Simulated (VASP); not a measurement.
Band structure of Nd₃SnN (space group Pm-3m). All values below come from PBEsol GGA, VASP's PBE PAW potentials (set 64) (plane waves; VASP).

The 4f electrons are frozen in the core of the lanthanide potential, so 4f levels, which can set the real gap, and their magnetism are missing.  Unless said otherwise, spin-orbit coupling is left out, though it shifts the bands of the heavy elements here.

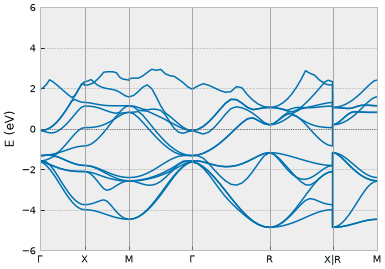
*Bands along high-symmetry lines, zero at the valence-band maximum or, without a gap, the Fermi level*

Question: Read the plot: is there a gap, and where are the band edges?

Answer: It has no gap at this level: it comes out as a metal or semimetal. (Edges off the drawn lines would not show.)

The structure comes from a computed database's Nd3SnN entry (Pm-3m); how it stands against other phases isn't given here. It was relaxed first.
